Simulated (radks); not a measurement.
# Spin polarisation of the 3d shell in V³⁺

Aim: the energy gained and the exchange splitting as electrons of the 3d shell of V³⁺ are turned from spin down to spin up.

Method: scalar-relativistic Kohn-Sham, r2SCAN, spin-polarised, spherical densities, finite nucleus. Code: radks (a radial shooting solver on a logarithmic mesh, Libxc functionals) version 1.

## Step 1: The atom as given

- element: vanadium (Z = 23)
- charge: +3
- electrons: 20
- configuration: [Ar] 3d(up 1, down 1)
- nuclear rms radius: 3.6002 fm

A shell typed twice in an input gives spin up, then spin down.

## Step 2: No moment

Settings of this run:

```text
Z 23
configuration [Ar] 3d1 3d1
relativity scalar-relativistic
functional r2scan,r2scan
spin polarised
nucleus finite rms 3.6002 fm
c 137.035999084
```

## Step 3: moment 0.5 in 3d

Settings, as their differences from step 2:

```diff
@@ -1,3 +1,3 @@
 Z 23
-configuration [Ar] 3d1 3d1
+configuration [Ar] 3d1.25 3d0.75
 relativity scalar-relativistic
```

## Step 4: moment 1 in 3d

Settings, as their differences from step 3:

```diff
@@ -1,3 +1,3 @@
 Z 23
-configuration [Ar] 3d1.25 3d0.75
+configuration [Ar] 3d1.5 3d0.5
 relativity scalar-relativistic
```

## Step 5: moment 1.5 in 3d

Settings, as their differences from step 4:

```diff
@@ -1,3 +1,3 @@
 Z 23
-configuration [Ar] 3d1.5 3d0.5
+configuration [Ar] 3d1.75 3d0.25
 relativity scalar-relativistic
```

## Step 6: moment 2 in 3d

Settings, as their differences from step 5:

```diff
@@ -1,3 +1,3 @@
 Z 23
-configuration [Ar] 3d1.75 3d0.25
+configuration [Ar] 3d2 3d0
 relativity scalar-relativistic
```

What does the calculation give? Wanted: for each run, moment; E − E(0); ε(3d up); ε(3d down); splitting.

The runs gave:

| moment (μB) | E − E(0) (eV) | ε(3d up) (eV) | ε(3d down) (eV) | splitting (eV) |
| --- | --- | --- | --- | --- |
| 0 | 0.000 | -36.477 | -36.477 | 0.000 |
| 0.5 | -0.092 | -36.830 | -36.092 | 0.738 |
| 1 | -0.370 | -37.154 | -35.670 | 1.483 |
| 1.5 | -0.836 | -37.451 | -35.201 | 2.251 |
| 2 | -1.500 | -37.729 | -34.641 | 3.088 |

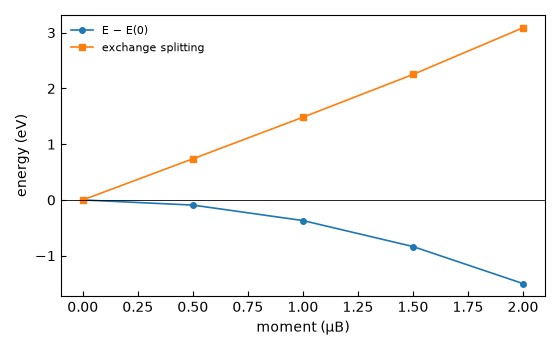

Energy and exchange splitting against the moment.

At a moment of 2 μB the energy has fallen by 1.50 eV and the 3d levels split by 3.09 eV, 1.544 eV per μB. The Stoner form E = −I m²/4 would give I = 1.500 eV. The energy falls at every step.
